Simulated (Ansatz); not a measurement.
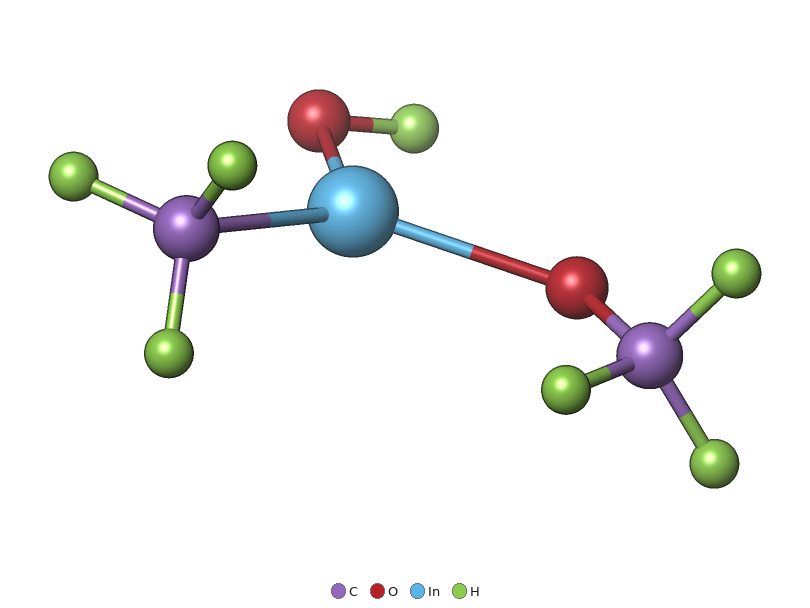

Rendered structure (ball-and-stick style).

Question: Which formula does it have?

Answer: C2H7InO2, 12 atoms: 2 carbon, 7 hydrogen, 1 indium and 2 oxygen.

Question: How many bonds of each kind are drawn?

Answer: 6 C–H, 2 In–O, 1 C–O, 1 C–In, 1 O–H.

Question: What is the point group of this geometry?

Answer: C1.

More results for the same structure follow; atom numbers are the same in all pictures, views and colours differ. Computed geometry: PBE0-D4/def2-TZVP optimisation.

### Levels of theory compared

Program: Ansatz 0.2.0.

At this fixed geometry, give HOMO energy (eV) at these levels: B3LYP-D4/def2-TZVPP; BHLYP-D4/def2-TZVPP; CAM-B3LYP-D4/def2-TZVPP; PBE0-D4/def2-QZVPP; SPW92 (LDA)/def2-TZVPP; r2SCAN0-D4/def2-TZVPP; ωB97M-V/def2-SVP.

| level | HOMO energy (eV) |
| --- | --- |
| B3LYP-D4/def2-TZVPP | −7.04 |
| BHLYP-D4/def2-TZVPP | −8.76 |
| CAM-B3LYP-D4/def2-TZVPP | −8.74 |
| PBE0-D4/def2-QZVPP | −7.31 |
| SPW92 (LDA)/def2-TZVPP | −5.93 |
| r2SCAN0-D4/def2-TZVPP | −7.49 |
| ωB97M-V/def2-SVP | −9.47 |

### Dipole moment

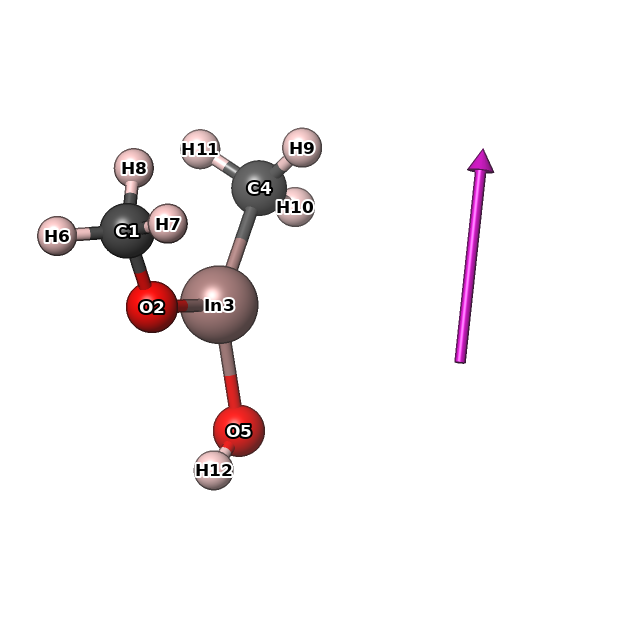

The arrow beside the molecule shows the direction of the dipole moment, from the negative to the positive end (its length means nothing). Method: RKS PBE-D4/def2-TZVPP, core potentials on In (Ansatz 0.2.0).

Question: How large is the dipole moment?

Answer: 2.40 D; it points from the side of H12 to the side of H9, H11 (the outermost atoms at the two ends).

### Vibrations

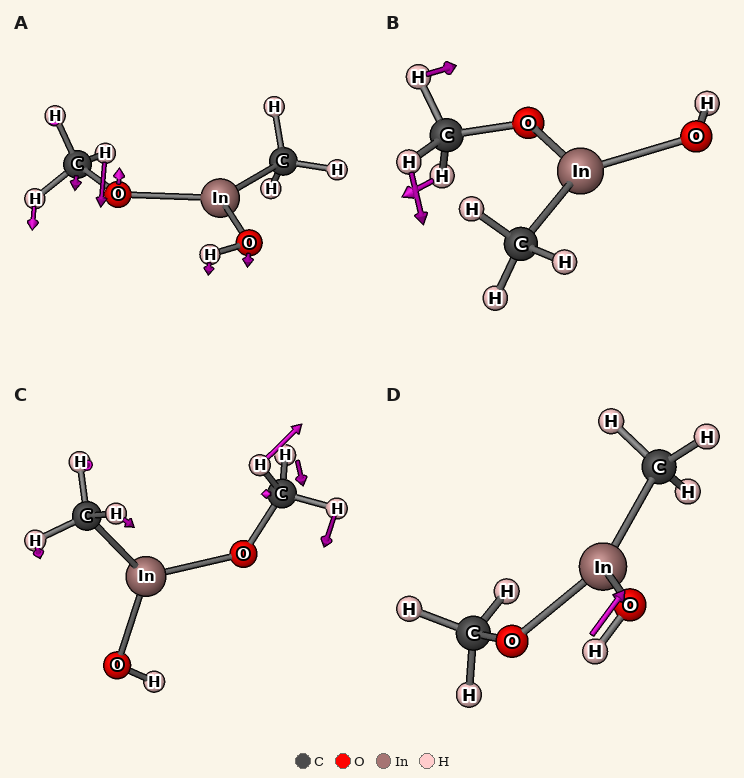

4 normal modes of one molecule or complex, as arrows. Harmonic vibrations computed with RKS PBE0-D4/def2-TZVP, core potentials on In (Ansatz 0.2.0) at a stationary point of the same level.

Question: Match the panels to the wavenumbers 86 cm⁻¹, 1195 cm⁻¹, 1486 cm⁻¹, 3881 cm⁻¹.

Answer: A: 86 cm⁻¹, a torsion or out-of-plane motion in which bond lengths and bond angles hardly change
B: 1486 cm⁻¹, H–C–H bending
C: 1195 cm⁻¹, H–C–O bending
D: 3881 cm⁻¹, O–H stretching
